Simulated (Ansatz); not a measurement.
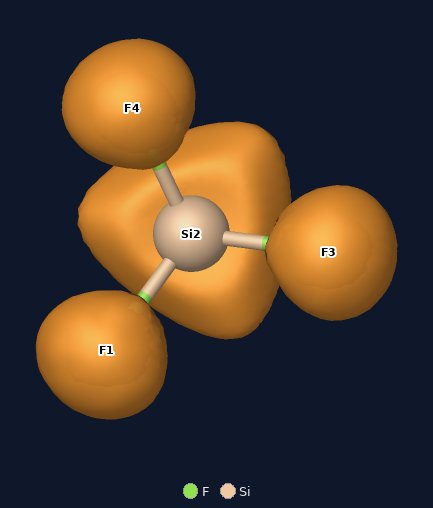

*F$_{3}$Si (SMILES F[Si](F)F) (doublet). Isosurface of the electron localisation function at 0.8 (orange), seen across its widest extent. Only the valence region is drawn (cores and ρ < 0.01 e/Å³ removed).*

The calculation used Ansatz 0.2.0, UKS r2SCAN-D4/6-31G*.

```xyz
4

F     0.7930   -0.5122    1.1632
Si   -0.2862    0.2156    0.2371
F    -1.0042   -0.9014   -0.6511
F     0.4974    1.1981   -0.7492
```

**Where are the electrons localised?**

At this value the surface marks out one lobe on Si, pointing away from the bonds (non-bonding electrons) and three regions wrapped around F (its lone pairs, merged into a ring or cap).

Values along the shortest contacts:
Si–F (1.60 Å): the ELF peaks at about 0.80 in the valence shell of F, 0.6 Å from its nucleus, and is about 0.45 at the midpoint.
